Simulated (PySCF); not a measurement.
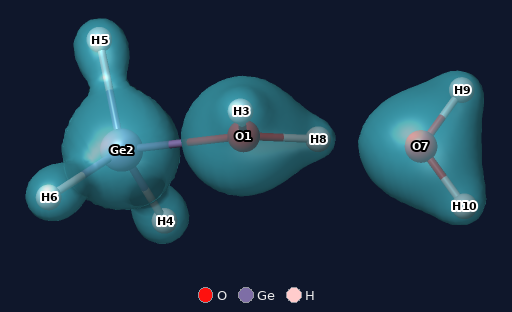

*GeH5O···H2O (charge +1). Isosurface of the total electron density at 0.8 e/Å³ (cyan), seen from one side.*

Geometry: PBE0-D3(BJ)/def2-SVPD.

All numbers below come from PySCF, wB97M-D3(BJ)/def2-TZVPD, SCF density, gas phase.

Input

```
{"job": {"kind": "inter", "xc": "wB97M-D3(BJ)", "basis": "def2-TZVPD", "pairs": false}, "charge": 1, "multiplicity": 1, "parts": [{"atoms": "0-5", "charge": 0, "multiplicity": 1}, {"atoms": "6-9", "charge": 1, "multiplicity": 1}]}
O      0.502273    -1.142109     0.782983
Ge    -0.177954     0.187016    -0.440710
H      1.380280    -1.067778     1.176456
H     -1.657036    -0.163411    -0.364518
H      0.538523    -0.156716    -1.740803
H      0.271174     1.459242     0.264838
O     -0.561581    -3.350132     1.161665
H      0.074142    -2.072706     0.940359
H     -0.374525    -4.164539     0.682036
H     -1.121752    -3.562454     1.916428
```

Run with:

```sh
OMP_NUM_THREADS=1 python cluster_run.py task.json out
```

**Which contacts does the surface bridge?**

At this value the surface falls into three separate pieces. It bridges the sampled O–H (0.96 Å) and Ge–H (1.52 Å) contacts, where the density stays above the isovalue. It is pinched off along the sampled O···H (1.44 Å) and Ge–O (1.93 Å) contacts. On the grid the lowest density along these lines, outside the cores, is 0.56 e/Å³ (O···H, 1.44 Å), 0.63 e/Å³ (Ge–O, 1.93 Å), 2.4 e/Å³ (O–H, 0.96 Å) and 0.96 e/Å³ (Ge–H, 1.52 Å).
